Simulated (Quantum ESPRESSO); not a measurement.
# Gap and tunnelling decay at a withheld lattice constant: NaCaF3, cubic perovskite type

Method. Quantum ESPRESSO 7.5 (pw.x, pwcond.x with ikind = 0), PBE, GBRV ultrasoft, cubic crystals. κ is the slowest decay along [001] at mid-gap among three points across the current.

```tsv
a (Å)	gap on the mesh (eV)	κ (1/Å)
4.133	5.574	0.441
4.265	5.345	0.447
4.529	4.810	0.454
4.661	4.575	0.454
```

To predict: What are gap and κ at a = 4.397 Å?

**Fit.** A line through the rows at 4.265 and 4.529 Å gives a gap of 5.345 + 0.500 × (4.810 − 5.345) = 5.08 eV and κ = 0.451 1/Å. The two-band model κ = 0.5123 √(m* E_g/4) needs m* = 0.570 at 4.265 Å; with that mass and the new gap, κ = 0.436 1/Å.

**Check.** The gap is 5.066 eV and κ = 0.451 1/Å. The line misses the gap by +0.011 eV and κ by −0.1 %; the two-band estimate misses κ by −3.4 %.

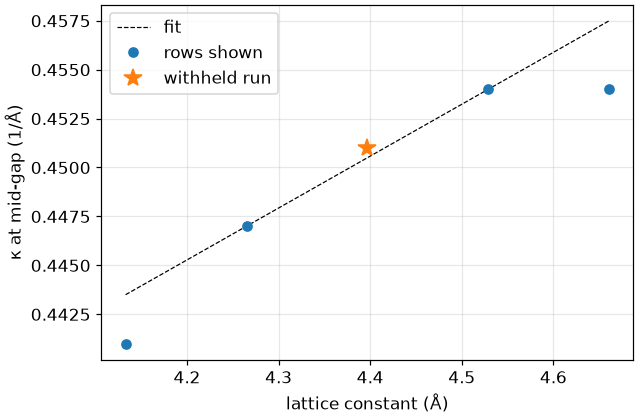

The rows shown, the fit and the withheld run.

Caveats: The structure type is imposed. Local and semilocal gaps and decay constants are too small; no spin-orbit coupling. For an indirect gap m* is a fitting number alone.

[Logs are printed without paths, hosts, clocks, repeated set-up lines and the standing remarks that a program may print on its own settings, such as how far it seeks lower states.]
